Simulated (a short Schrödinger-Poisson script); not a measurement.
Structure: MOS inversion layer, SiO2 on p-type Si(100), at 300 K.

```tsv
layer	material	thickness (nm)	Na (cm⁻³)
1	SiO2	1	-
2	Si	1200	3e16
```

The device is made up for the run: typed textbook-type constants, with dimensions and the other settings drawn at random. SiO2: permittivity 3.9, conduction-band edge (eV) 3.15, gap (eV) 9, electron mass (mₑ) 0.5. Si: permittivity 11.7, conduction-band edge (eV) 0, gap (eV) 1.124, Nv at 300 K (cm⁻³) 3.1e19.

Channel valleys (confinement mass, in-plane density-of-states mass, number): Δ2 0.916, 0.19, 2; Δ4 0.19, 0.417, 4. At the gate the conduction-band edge of layer 1 lies 3.15 eV − eVg above the Fermi level of the channel; the field vanishes at the back. Gaps are held at their typed values at every temperature. Mesh 0.03 nm at interfaces.

Solved with a short Schrödinger-Poisson script written for these runs: 1D Poisson equation in equilibrium, electrons quantum, Hartree (BenDaniel-Duke, 12 states a valley, the channel's in-plane mass for all, wave functions free to enter the dielectric), parabolic valleys, classical holes, full ionisation, no traps, pinning or gate leakage.

Only gate voltages with over 1e8 electrons/cm² are shown.

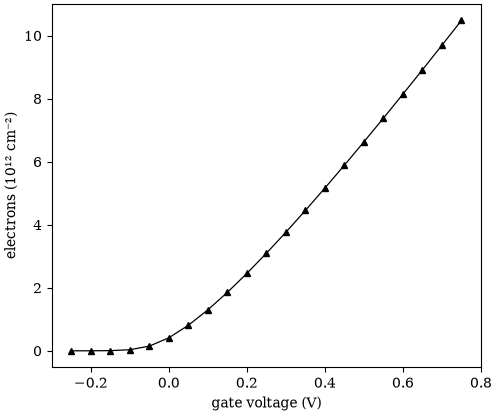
Figure: Sheet density against gate voltage

```csv
Vg (V),electrons (cm⁻²),C (μF/cm²),Δ2 E0 (meV),Δ2 E1 (meV),Δ4 E0 (meV),Δ4 E1 (meV)
-0.25,1.48e8,0.0618,304.1,327.4,323.1,362.0
-0.2,9.35e8,0.0642,255.8,279.7,275.3,315.2
-0.15,5.84e9,0.0900,207.7,232.2,227.7,268.7
-0.1,3.39e10,0.231,161.4,186.8,182.1,224.3
-0.05,1.49e11,0.633,121.4,148.9,143.7,187.9
0,4.13e11,1.10,92.2,123.1,117.2,164.4
0.05,8.10e11,1.45,71.4,106.8,99.9,150.7
0.1,1.30e12,1.69,55.9,96.0,88.1,142.3
0.15,1.85e12,1.86,43.6,88.4,79.3,136.7
0.2,2.46e12,2.00,33.4,82.7,72.5,132.8
0.25,3.09e12,2.10,24.7,78.3,67.0,130.0
0.3,3.76e12,2.18,17.0,74.7,62.4,127.8
0.35,4.45e12,2.25,10.2,71.8,58.4,126.1
0.4,5.16e12,2.30,4.0,69.4,54.9,124.8
0.45,5.89e12,2.35,-1.8,67.3,51.8,123.6
0.5,6.63e12,2.39,-7.1,65.5,48.9,122.7
0.55,7.38e12,2.43,-12.1,63.8,46.3,121.9
0.6,8.14e12,2.46,-16.9,62.4,43.9,121.2
0.65,8.92e12,2.49,-21.4,61.1,41.6,120.6
0.7,9.69e12,2.51,-25.8,59.9,39.4,120.1
0.75,1.05e13,2.53,-30.0,58.9,37.3,119.6
```

Subbands count from the Fermi level.
